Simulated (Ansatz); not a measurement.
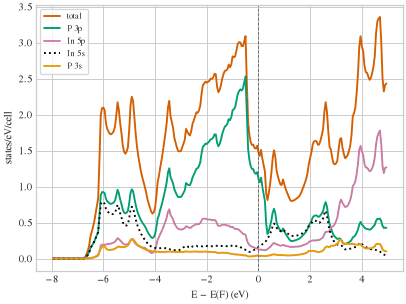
Fig. 1. Total and projected density of states of InP (NiAs type, space group No. 194), PBE (plane waves, PAW; program Ansatz)

Q: Which orbitals carry the states next to the Fermi level?

A: Within 0.5 eV of the Fermi level: P 3p 72 %, In 5s 12 %, In 5p 11 %. Projections are on Löwdin-orthogonalised atomic valence shells; empty p or d shells of many metals are not among them.

Q: Where is the tallest occupied peak in this window, and what makes it?

A: Near -0.5 eV, about 3.1 states/eV per cell; the largest projected share is P 3p.

Space group P6_3/mmc (NiAs type). The start of the workflow was typed in or built on a structure type; neither database checked (COD, Materials Project) lists it. It is not the phase usual at ambient conditions (space group No. 216). Symmetry was held in the PBE relaxation; its stability against distortions is not shown here. Spin–orbit coupling is left out wherever it is not named.

Potentials: the earlier of the program's two PAW sets.
